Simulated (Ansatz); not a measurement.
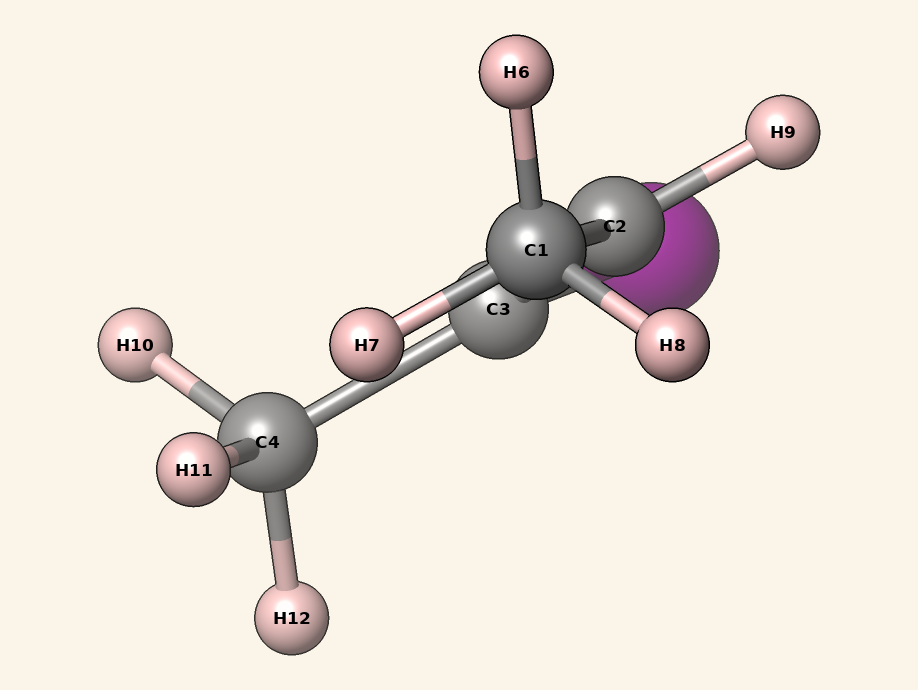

C2 lies behind C1. The molecule seen a little off the C1–C2 bond, C1 in front. Distant atoms are faded towards the background colour. The geometry was computed by an optimisation with PBE0-D4/def2-TZVP. No frequency run is at hand to confirm it as a minimum.

> What is the torsion angle H6–C1–C2–C3? The sign is positive where the front bond must turn clockwise to cover the back bond.

−121°, anticlinal.
